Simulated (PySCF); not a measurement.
System: C5H8FN (SMILES CCC[C@H](F)C#N).

The calculation's input:

```
{"job": {"kind": "uv", "xc": "PBE0", "basis": "def2-SVPD", "nstates": 6, "ntriplets": 2}, "charge": 0, "multiplicity": 1}
C     -2.039348     0.499030     0.138126
C     -0.570204     0.656225    -0.234235
C      0.100995    -0.703428    -0.412878
C      1.566689    -0.562836    -0.832048
F      2.093693    -1.808795    -1.113672
C      2.351417     0.064640     0.218208
N      2.951593     0.557290     1.055138
H     -2.140906    -0.052683     1.069521
H     -2.504179     1.473214     0.263737
H     -2.575313    -0.038997    -0.640487
H     -0.490619     1.226235    -1.163329
H     -0.052250     1.218655     0.546083
H      0.054318    -1.271685     0.519128
H     -0.413490    -1.278491    -1.186078
H      1.663189     0.029617    -1.754781
```

Command:

```sh
OMP_NUM_THREADS=1 python probes_run.py task.json out
```

Geometry: GFN2-xTB.

Computed with PySCF 2.14.0, PBE0/def2-SVPD, SCF density, gas phase.

**What can the converged electron density and electron localisation function tell about the bonding?**

C–F (1.38 Å): ρ is about 2.1 e/Å³ halfway, with its minimum of 1.6 e/Å³ about 0.5 Å from C; the ELF peaks at about 0.85 between the atoms; a polar covalent bond.
C–H (1.09 Å): ρ at the midpoint is about 1.9 e/Å³; the ELF climbs to about 1 towards the hydrogen, as it does in any bond to H; a covalent bond by its length.
C–C (1.52 Å): ρ at the midpoint is about 1.6 e/Å³; the ELF peaks at about 0.95 between the atoms (a covalent bond).

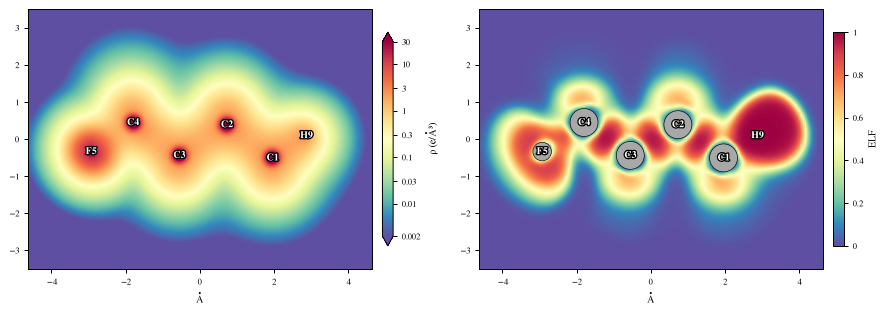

Computed electron density and electron localisation function on the plane of atoms C2, C3 and C4, in this order. Grey discs cover the atomic cores in the ELF map. 
